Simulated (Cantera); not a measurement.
Input: 1 mol NiS, 250 mol H2, held at 1330 Pa.

Equilibrium computed with Cantera from the NASA thermochemical tables; the gas is ideal and each condensed phase is pure. Candidate condensed phases: Ni, NiS, NiS2, Ni3S2, Ni3S4, S; 9 gas species. Metal and sulfide melt together well below either melting point, which pure phases cannot show. Gases not in the tables: S3 to S7. Rates play no part.

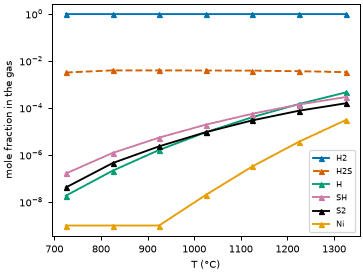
Fig. 1. Equilibrium gas composition (values under 1e-9 drawn at 1e-9)

At 725 °C the condensed part is Ni(s) + Ni3S2(s). From 825 °C to 1325 °C the condensed part is Ni(s).
